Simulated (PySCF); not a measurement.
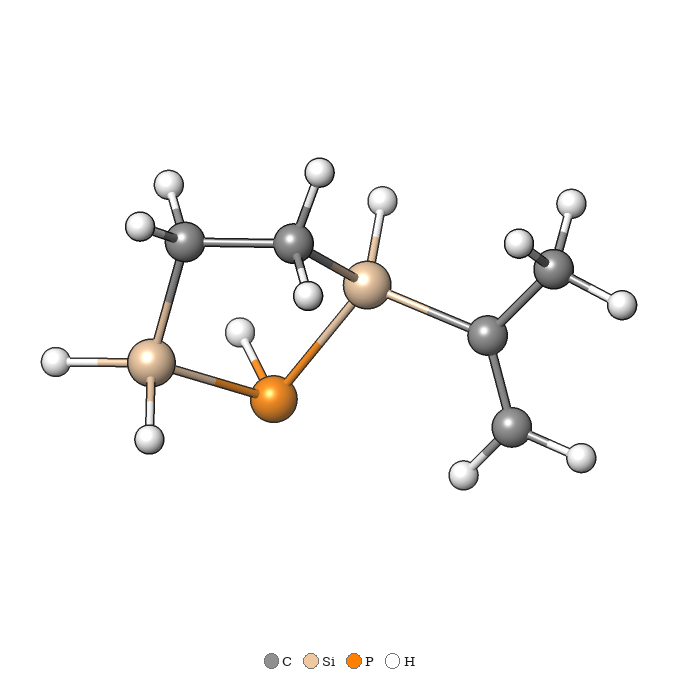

A ball-and-stick model of a molecule. Every bond is drawn as one stick, whatever its order.

Computed geometry: PBE0-D3(BJ)/def2-SVP optimisation. No frequency run is at hand to confirm it as a minimum.

Question: Give the formula.

Answer: C5H13PSi2, 21 atoms: 5 carbon, 13 hydrogen, 1 phosphorus and 2 silicon.

Question: Describe its rings.

Answer: Independent rings (smallest set): 1 of 5 members.

Question: Count the bonded pairs by element.

Answer: 9 C–H, 3 C–C, 3 C–Si, 3 Si–H, 2 P–Si, 1 P–H.

Question: Name functional groups in it.

Answer: Among them: alkene, Si–H bond.

Question: Write the SMILES.

Answer: C=C(C)[Si@@H]1CC[SiH2]P1

The parts below concern this one geometry. Atoms keep their numbers from picture to picture.

**Symmetry**

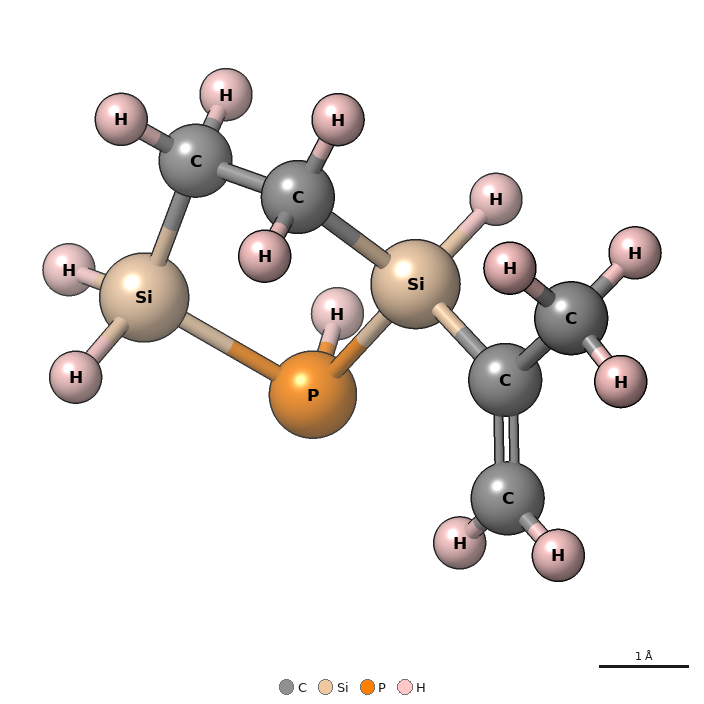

Distant atoms are faded towards the background colour. No frequency run is at hand to confirm it as a minimum. Masses are those of the most abundant isotopes; constants are for the rigid equilibrium geometry.

Question: What kind of rotor is it, and what are its rotational constants in cm⁻¹?

Answer: An asymmetric top (C1): A = 0.0660, B = 0.0268, C = 0.0213 cm⁻¹. Ray's parameter κ is −0.76, nearer the prolate limit.

**Charges**

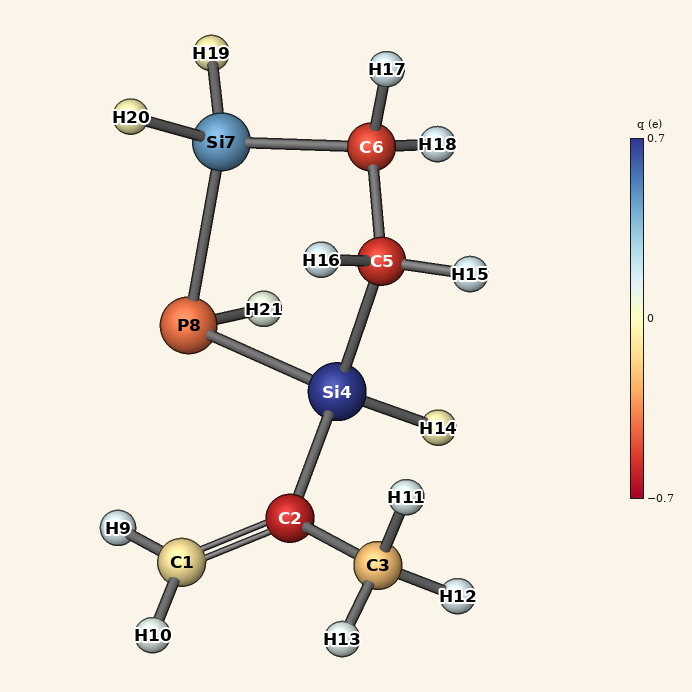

Atoms are coloured by their Mulliken charges. No frequency run is at hand to confirm it as a minimum. Method: PBE0/pcSseg-1, gas phase (PySCF 2.14.0).

Question: Which atom carries the highest charge (most positive or least negative)?

Answer: Si4 (0.68 e).

Question: And the lowest?

Answer: C2 (−0.58 e).

Give the Mulliken charges atom by atom.

```tsv
atom	value (e)
C1	−0.10
C2	−0.58
C3	−0.21
Si4	0.68
C5	−0.54
C6	−0.51
Si7	0.45
P8	−0.40
H9	0.15
H10	0.11
H11	0.13
H12	0.13
H13	0.12
H14	−0.04
H15	0.16
H16	0.16
H17	0.16
H18	0.16
H19	−0.05
H20	−0.04
H21	0.08
```

**NMR shielding**

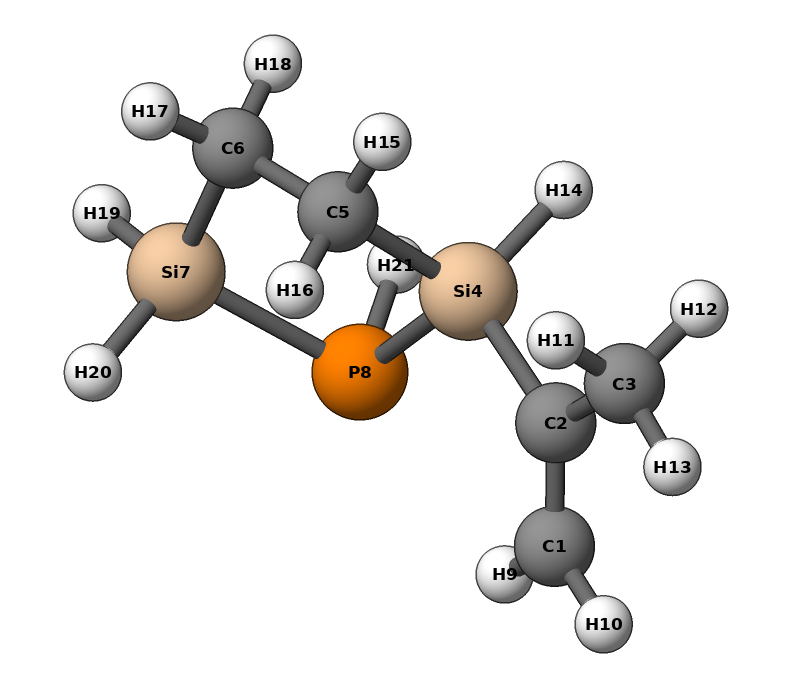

No frequency run is at hand to confirm it as a minimum. Properties computed with GIAO PBE0/pcSseg-1 NMR shielding, non-relativistic, gas phase (PySCF 2.14.0). Principal shieldings σ11 ≤ σ22 ≤ σ33, span Ω = σ33 − σ11, skew κ = 3(σiso − σ22)/Ω.

Give the shielding tensors of the P atoms.

```
atom    σ11    σ22    σ33   σiso      Ω     κ
  P8  589.0  649.1  717.3  651.8  128.3  0.06
```

Shieldings and span in ppm.

**Dipole moment**

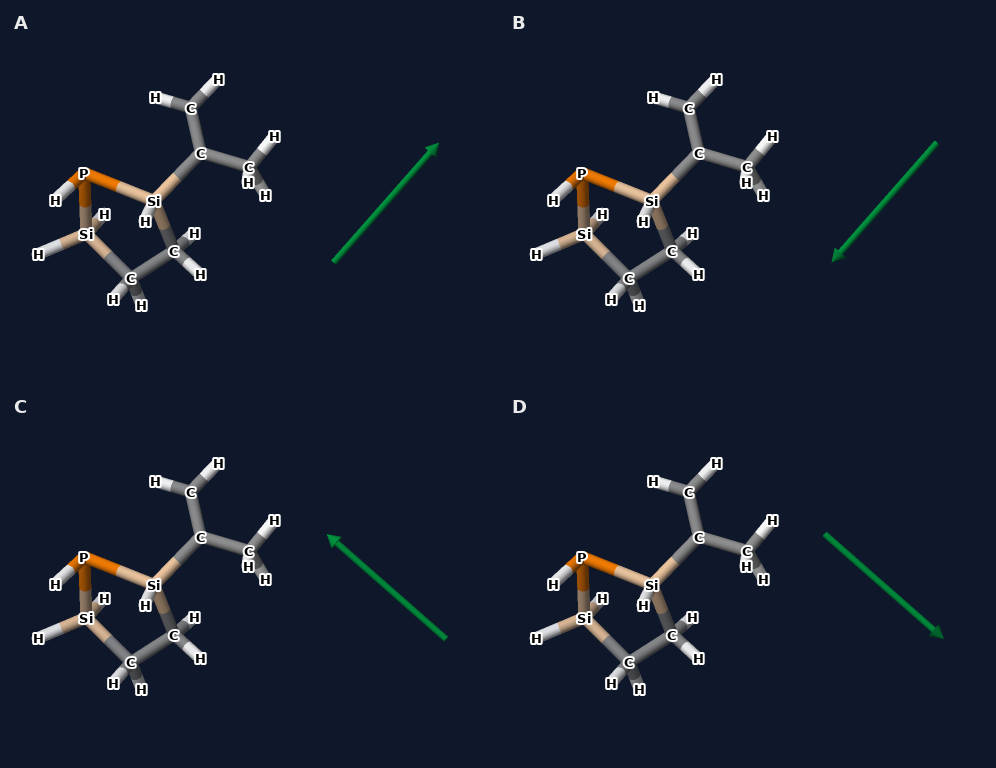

The same molecule four times, each with an arrow. No frequency run is at hand to confirm it as a minimum. Method: CAM-B3LYP/def2-SVPD, gas phase (PySCF 2.14.0).

Question: Which arrow points along the dipole moment, from the negative to the positive end?

Answer: D. The dipole moment is 1.84 D.

**Polarisability**

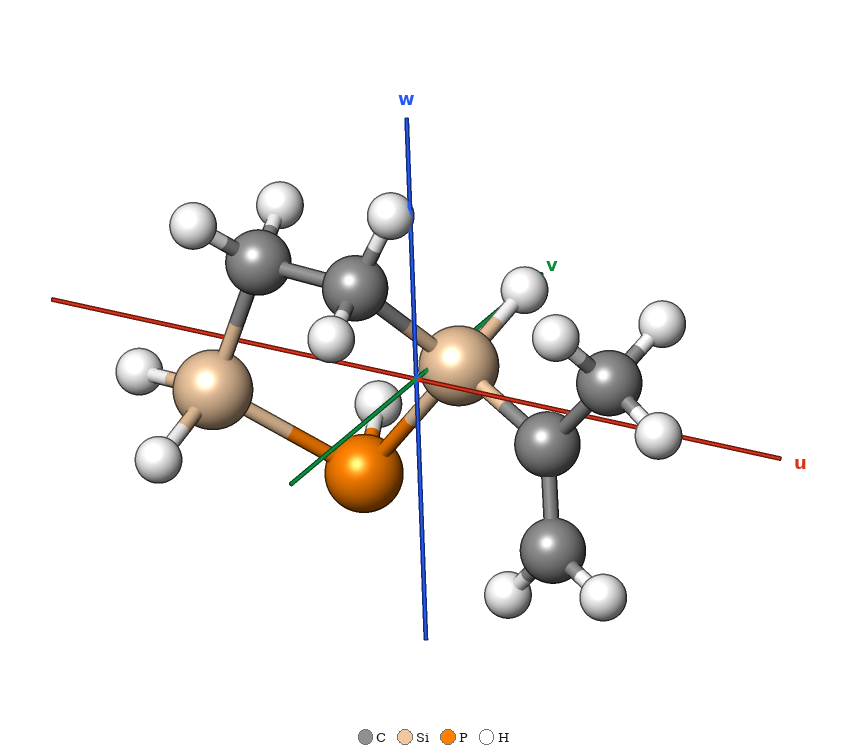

The lines u, v and w are the principal axes of the static dipole polarisability. No frequency run is at hand to confirm it as a minimum. Computed with CAM-B3LYP/def2-SVPD (PySCF 2.14.0).

Question: Along which axis is the molecule most polarisable, and along which least?

Answer: Most along u, least along v.

Question: Give the three principal values.

Answer: u 159.5, v 113.5, w 141.3 bohr³; mean 138.1, anisotropy 40.2 bohr³.

Mulliken values depend strongly on the basis set and can even reverse the polarity of a bond.
